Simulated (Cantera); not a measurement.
Feed: 1 mol B2O3, 19 mol HF, at 75.0 Torr.

Equilibrium computed with Cantera from the NASA thermochemical tables; the gas is ideal and each condensed phase is pure. Candidate condensed phases: B, B2O3, B3O3H3, H2O; 43 gas species. Gases not in the tables: H3BO3. Kinetics and transport are ignored.

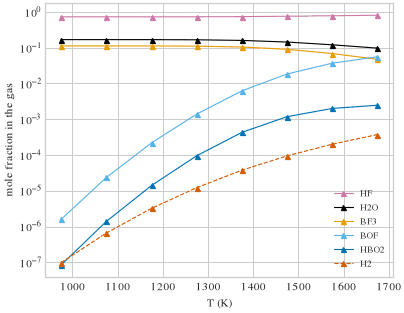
Fig. 1. Equilibrium gas composition (values under 1e-9 drawn at 1e-9)

### Question
Read off the mole fractions at 1575 K.

### Answer
HF about 0.77, H2O about 0.12, BF3 about 0.068, BOF about 0.037, HBO2 about 0.0020, H2 about 0.00020.
